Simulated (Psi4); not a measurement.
# U-r2SCAN50/aug-cc-pVQZ (density fitting) run of AlF2 (SMILES [F][Al][F])

What is the electrostatic solvation energy at fixed shape (C-PCM, chloroform) of AlF2 at U-r2SCAN50/aug-cc-pVQZ (density fitting)? 

Program for the calculation: Psi4 1.11.

4 further runs of the same task are left out: 4 set aside as unsound or not needed.

### 1 The molecule

The species is AlF2 (3 atoms), meant as a doublet with charge 0. SMILES: `[F][Al][F]`. The coordinates come from a PBE0-D4/def2-TZVP relaxation.

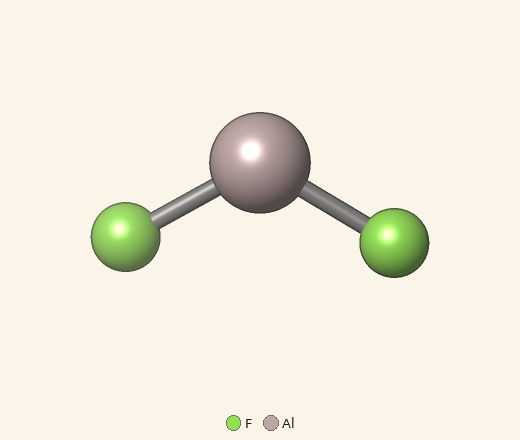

The structure, seen from a chosen angle (fluorine green, aluminium light grey).

### 2 The energy at U-r2SCAN50/aug-cc-pVQZ (density fitting)

calc.py reads:

```python
import psi4

psi4.set_memory(1600000000)
psi4.set_num_threads(1)
psi4.set_output_file('run.log', False)

molecule = psi4.geometry("""
0 2
F      0.533000    -1.361200     0.136400
Al     0.388700     0.275400     0.245200
F     -0.932500     1.021000    -0.394800
units angstrom
symmetry c1
""")

psi4.set_options({
    'reference': 'uks',
    'scf_type': 'df',
})

energy_value = psi4.energy("r2scan50/aug-cc-pVQZ")
print(f'r2scan50/aug-cc-pVQZ energy: {energy_value:.10f} Eh')
```

On the command line:

```sh
$ python calc.py
```

run.log:

```text
[...]
  Running in c1 symmetry.
[...]
  Nuclear repulsion =   90.260752901983039
[...]
  Multiplicity = 2
[...]
  Nalpha       = 16
  Nbeta        = 15
[...]
    Number of basis functions: 244
[...]
   @DF-UKS iter   1:  -442.03151285349418   -7.73912e-01   2.65840e-03 DIIS/ADIIS
[...]
   @DF-UKS iter   7:  -442.16850576276778   -3.00889e-07   5.27838e-07 DIIS
[...]
   @S^2 Observed:                7.511934873E-01
[...]
    Orbital Energies [Eh]
    ---------------------
    Alpha Occupied:
       1A    -57.177960     2A    -25.367788     3A    -25.367780
       4A     -4.539125     5A     -2.973792     6A     -2.972637
       7A     -2.969341     8A     -1.349785     9A     -1.342151
      10A     -0.597035    11A     -0.562156    12A     -0.534840
      13A     -0.529550    14A     -0.516551    15A     -0.511487
      16A     -0.303477
    Alpha Virtual:
      17A     -0.033222    18A      0.010282    19A      0.019053
      20A      0.021683    21A      0.031758    22A      0.052963
      23A      0.053988    24A      0.067776    25A      0.073703
[...]
  @DF-UKS Final Energy:  -442.16850576276778
   => Energetics <=
    Nuclear Repulsion Energy =             90.2607529019830395
    One-Electron Energy =                -796.7610540414190154
    Two-Electron Energy =                 284.6977215283384339
    DFT Exchange-Correlation Energy =     -20.3659261516701910
    Empirical Dispersion Energy =           0.0000000000000000
    VV10 Nonlocal Energy =                  0.0000000000000000
    Total Energy =                       -442.1685057627677793
[...]
 Multipole Moments:
 ------------------------------------------------------------------------------------
     Multipole            Electronic (a.u.)      Nuclear  (a.u.)        Total (a.u.)
 ------------------------------------------------------------------------------------
 L = 1.  Multiply by 2.5417464519 to convert [e a0] to [Debye]
 Dipole X            :          0.4754444            0.1678201            0.6432645
 Dipole Y            :          0.3058679            0.1079606            0.4138285
 Dipole Z            :          0.0000000           -0.0000000            0.0000000
 Magnitude           :                                                    0.7648812
[...]
```

Standard output:

```text
r2scan50/aug-cc-pVQZ energy: -442.1685057628 Eh
```

Wall time 57 s (1 thread of Intel Xeon Platinum 8259CL at 2.50GHz (Skylake/Cascade Lake), shared host); peak memory 1 GiB.

### 3 The energy at U-r2SCAN50/aug-cc-pVQZ (density fitting, C-PCM chloroform)

alf2.in reads:

```
memory 1600 MB

molecule mol {
  0 2
  F
  Al 1 R2
  F 2 R3 1 A3

  R2 = 1.646548
  R3 = 1.646538
  A3 = 119.65199
  symmetry c1
}

set {
  basis aug-cc-pVQZ
  reference uks
  scf_type df
  pcm true
}

pcm = {
  Units = Angstrom
  Medium {
    SolverType = CPCM
    Solvent = Chloroform
  }
  Cavity {
    Type = GePol
    RadiiSet = UFF
    Scaling = False
    Area = 0.3
    Mode = Implicit
  }
}

energy("r2scan50")
```

On the command line:

```sh
$ psi4 -n 1 alf2.in alf2.out
```

alf2.out:

```text
[...]
  Running in c1 symmetry.
[...]
  Nuclear repulsion =   90.260757485130853
[...]
  Multiplicity = 2
[...]
  Nalpha       = 16
  Nbeta        = 15
[...]
    Number of basis functions: 244
[...]
   @DF-UKS iter   1:  -442.04450642345824   -7.83606e-01   2.65636e-03 DIIS/ADIIS
[...]
   @DF-UKS iter   7:  -442.17802022233514   -6.06715e-07   5.49868e-07 DIIS
[...]
   @S^2 Observed:                7.510307250E-01
[...]
    Orbital Energies [Eh]
    ---------------------
    Alpha Occupied:
       1A    -57.168938     2A    -25.366287     3A    -25.366279
       4A     -4.529577     5A     -2.963868     6A     -2.962984
       7A     -2.960019     8A     -1.349605     9A     -1.342125
      10A     -0.597061    11A     -0.563327    12A     -0.534897
      13A     -0.529303    14A     -0.517119    15A     -0.512309
      16A     -0.285452
    Alpha Virtual:
      17A     -0.012540    18A      0.016419    19A      0.021662
      20A      0.024636    21A      0.035950    22A      0.060909
      23A      0.061342    24A      0.073347    25A      0.074100
[...]
  @DF-UKS Final Energy:  -442.17802022233514
   => Energetics <=
    Nuclear Repulsion Energy =             90.2607574851308527
    One-Electron Energy =                -796.7460208203007141
    Two-Electron Energy =                 284.6870770072735581
    DFT Exchange-Correlation Energy =     -20.3694372637453078
    Empirical Dispersion Energy =           0.0000000000000000
    VV10 Nonlocal Energy =                  0.0000000000000000
    PCM Polarization Energy =              -0.0103966306935576
    Total Energy =                       -442.1780202223351353
[...]
 Multipole Moments:
 ------------------------------------------------------------------------------------
     Multipole            Electronic (a.u.)      Nuclear  (a.u.)        Total (a.u.)
 ------------------------------------------------------------------------------------
 L = 1.  Multiply by 2.5417464519 to convert [e a0] to [Debye]
 Dipole X            :         -0.6002820           -0.1725086           -0.7727906
 Dipole Y            :         -0.3490257           -0.1002989           -0.4493246
 Dipole Z            :         -0.0000000            0.0000000           -0.0000000
 Magnitude           :                                                    0.8939228
[...]
```

Run time: 54 s. Hardware: 1 thread of Intel Xeon Platinum 8259CL at 2.50GHz (Skylake/Cascade Lake), shared host; peak memory 1 GiB.

### 4 Outcome

Level: U-r2SCAN50/aug-cc-pVQZ (density fitting).

```
                                             quantity          value
                              gas phase: total energy  -442.16851 Eh
                             gas phase: dipole moment         1.94 D
        gas phase: HOMO energy (highest over α and β)       -8.26 eV
         gas phase: LUMO energy (lowest over α and β)       -2.75 eV
                                      gas phase: ⟨S²⟩          0.751
                      C-PCM, chloroform: total energy  -442.17802 Eh
                     C-PCM, chloroform: dipole moment         2.27 D
C-PCM, chloroform: HOMO energy (highest over α and β)       -7.77 eV
 C-PCM, chloroform: LUMO energy (lowest over α and β)       -2.24 eV
        C-PCM, chloroform: solvent term in the energy   -27.3 kJ/mol
                              C-PCM, chloroform: ⟨S²⟩          0.751
     energy change from gas to solvent at fixed shape      -0.259 eV
```

In words: The solvent model (C-PCM, chloroform) lowers the energy by 0.26 eV (−6.0 kcal/mol) at the same shape. It holds the electrostatic part alone, without cavity or dispersion terms.
